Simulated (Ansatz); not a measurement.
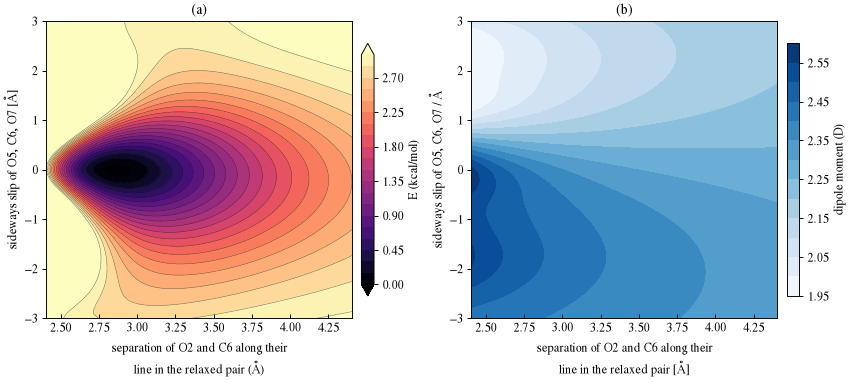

The pair CH₂O···CO₂. First axis: separation of O2 and C6 along their line in the relaxed pair. Second axis: sideways slip of O5, C6, O7. Nothing is relaxed (both partners rigid). Grid: 11 × 11 points. Points are written as (first, second). All energies are given in kcal/mol relative to the lowest grid point. Theory: RKS PBE-D4/def2-SVPD (Ansatz).

Panel (a) is the energy and panel (b) the computed dipole moment on the same grid.

Drawn: filled contours, one colour for all values above the top of the scale. Between grid points the surface is interpolated.

Q: How does the dipole moment vary over the map, and what is it at the lowest grid point?

A: Leaving out the highest fifth of the energies, it runs from 2.03 D at (2.776 Å, 2.4 Å) to 2.56 D at (2.406 Å, 0.0 Å). At the lowest grid point, (2.960 Å, 0.0 Å), it is 2.36 D.
